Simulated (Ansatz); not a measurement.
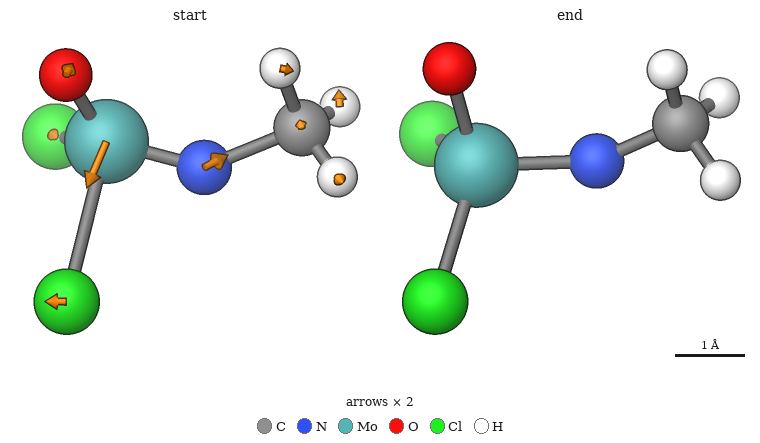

The structure of CH3Cl2MoNO before (left) and after (right) a relaxation, at one scale. The orange arrows give the displacements, magnified 2 times.

The picture is a ball-and-stick view, seen from a free direction.

Theory: RKS PBEsol-d4/def2-mTZVPP (Ansatz 0.2.0).

Input file:
```yaml
crystal:
  periodic: [false, false, false]
  atoms:
    - {symbol: C, position_ang: [1.035051, -1.232266, -0.159183]}
    - {symbol: N, position_ang: [0.388256, 0.196318, -0.063887]}
    - {symbol: Mo, position_ang: [-0.892831, 0.852059, 0.257982]}
    - {symbol: O, position_ang: [-2.272031, 0.200792, -0.027377]}
    - {symbol: Cl, position_ang: [-0.511073, 2.486134, -1.651774]}
    - {symbol: Cl, position_ang: [-0.566858, 2.092522, 2.188305]}
    - {symbol: H, position_ang: [0.031778, -1.889478, -0.293910]}
    - {symbol: H, position_ang: [1.616316, -1.233297, -0.933816]}
    - {symbol: H, position_ang: [1.641143, -1.498983, 0.622925]}
basis:
  gaussian: {orbitals: def2-mTZVPP, point_charges: [{charge: 0.50, position_ang: [5.348, 0.924, 0.827]}]}
hamiltonian: {xc: {name: PBEsol}, dispersion: d4}
accuracy: high
relax: {f_tol: 0.001, max_steps: 3}
output: {forces: true}
```

Launched with:
```bash
ansatz run in.yaml --threads 4 --pin off --events-out ev --progress --plain --max-ram 11315MiB
```

**What changed between the two?**

The relaxation stopped without meeting its thresholds, so the last structure isn't shown to be converged. The input was poor on purpose: steps. Mo3 moves most after the best rigid fit: 0.38 Å. Largest moves by element: Mo 0.38 Å, N 0.24 Å, Cl 0.17 Å, O 0.14 Å, H 0.13 Å, C 0.08 Å. Some distances before and after: Mo3–Cl5 2.542 → 2.225 Å, N2–Mo3 1.475 → 1.763 Å, Mo3–O4 1.552 → 1.735 Å, C1–N2 1.571 → 1.427 Å. Bond angles that change, for instance: N2–Mo3–Cl5 89.5° → 109.6°, N2–Mo3–O4 123.0° → 104.5°, O4–Mo3–Cl6 120.2° → 106.4°. Groups turn about C1–N2 by about 30°. The energy falls by 548.3 kJ/mol in 2 geometry steps. The largest force component goes from 23 to 2.2 eV/Å. Cost: 29 s on 4 threads of Intel Xeon Platinum 8488C (shared host).
